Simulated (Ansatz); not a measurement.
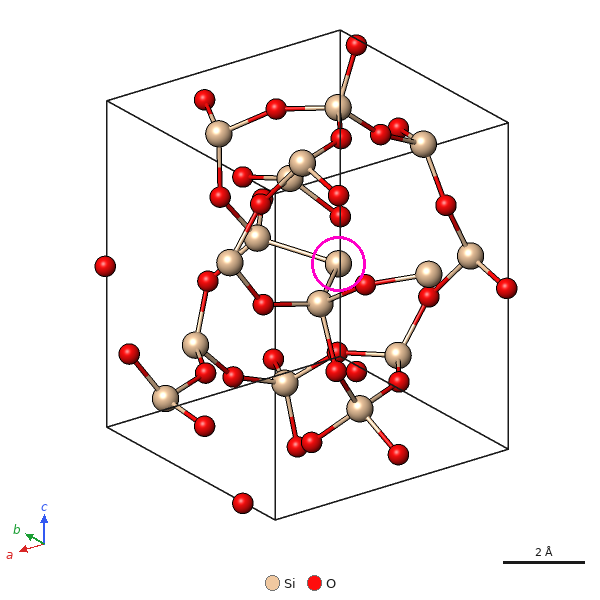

Structure drawing (ball-and-stick), viewed from a general direction. One supercell is framed, with atoms on its boundary repeated. The host is SiO₂, in a cell of 36 sites, and the cell carries a charge of -2. A ring marks the defect's site.

Q: Where does the cell differ from the host, and how?

A: Silicon on an oxygen site (an antisite). It is bonded to two Si in a bent arrangement at about 2.2 Å.

The atoms were relaxed in the host's cell with Ansatz, DFT PBE, scalar-relativistic, plane waves, PAW.
